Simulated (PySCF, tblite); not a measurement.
# ClH7NSSi3 radical, a small gas-phase stand-in for a defect centre (Si site with back bonds N[SiH3], Cl, S[SiH3]): EPR parameters

What EPR parameters should one expect for `[SiH3]N[Si](Cl)S[SiH3]`? It is drawn as: dangling bond.

Computed with tblite 0.8.0 and PySCF 2.14.0; each step states its level. No surroundings beyond the atoms listed, unless a continuum is named. Atoms count from 0, parts from 1.

## 1. The system as given

13 atoms, charge 0, multiplicity 2; geometry: distance geometry start.

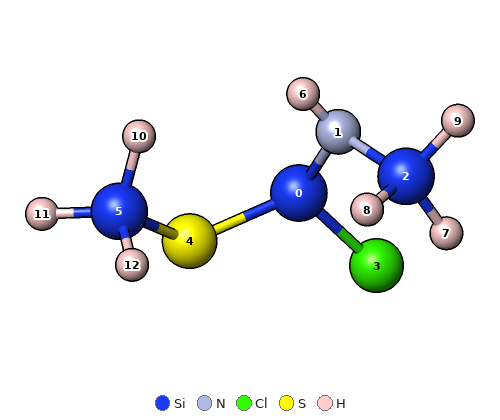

The starting geometry (silicon blue, nitrogen light blue, chlorine green, sulfur yellow, hydrogen pink), atoms numbered.

## 2. Geometry optimisation with GFN2-xTB

What the job is given:

```
{"job": {"kind": "relax", "xc": "GFN2-xTB", "basis": "xTB"}, "charge": 0, "multiplicity": 2}
Si    -0.920567    -1.249442    -1.328773
N     -0.489188     0.436047    -1.818959
Si     0.675112     0.584637    -3.225938
Cl    -1.384973    -2.613738    -2.900998
S      0.209148    -2.055505     0.317432
Si     1.594923    -0.949125     1.551747
H     -0.338622     1.117427    -1.085842
H      0.487101    -0.478754    -4.115013
H      2.016071     0.550007    -2.757950
H      0.447566     1.815952    -3.909546
H      1.246134     0.440041     1.499980
H      1.521353    -1.421190     2.883017
H      2.930301    -1.145247     1.052942
```

Level: GFN2-xTB geometry optimisation, gas phase.

Started as:

```console
OMP_NUM_THREADS=1 python cluster_run.py task.json out
```

The driver reads the jobs from task.json and runs them one after another.

**Question.** The jobs that follow are: PBE0-D3(BJ)/def2-SVP geometry optimisation, gas phase; UKS B3LYP, IGLO-III on Cl N S Si, pcH-1 on H, non-relativistic, mean-field spin-orbit, GIAO; UKS BHandHLYP, IGLO-III on Cl N S Si, pcH-1 on H, non-relativistic, mean-field spin-orbit, GIAO. Predict: point group; rotational constants (main isotopes); g(iso) (B3LYP); ⟨S²⟩; largest a(iso).

**Answer**, as computed:

| quantity | value |
| --- | --- |
| point group | C1 |
| rotational constants (main isotopes) | 1.52, 0.91, 0.71 GHz |
| g(iso) (B3LYP) | 2.00397 |
| ⟨S²⟩ | 0.752 (exact 0.75) |
| largest a(iso) | 29Si on Si0, -958.0 MHz |

The start of the PBE0/def2-SVP relaxation was shaken at random by about 0.01 Å, so part of the energy gained, and of the first lengths quoted, undoes that. Relaxing lowered the energy by 0.285 eV in 15 steps; the close pair that moved most is Si0–Cl3, from 2.008 to 2.087 Å (PBE0/def2-SVP). No frequency check was run at this level, so the end point may be a saddle. Si0 carries the largest spin population, 0.72 e. The isotropic g lies 1.7 ppt above the free-electron value. The coupling of 29Si on Si0 runs from -998.1 (BHandHLYP/IGLO-III+pcH-1) to -958.0 MHz (B3LYP/IGLO-III+pcH-1). A capped cluster stands for the solid here, so long-range fields and strain are missing, and bands or shifts of the capping hydrogens have no counterpart in it.
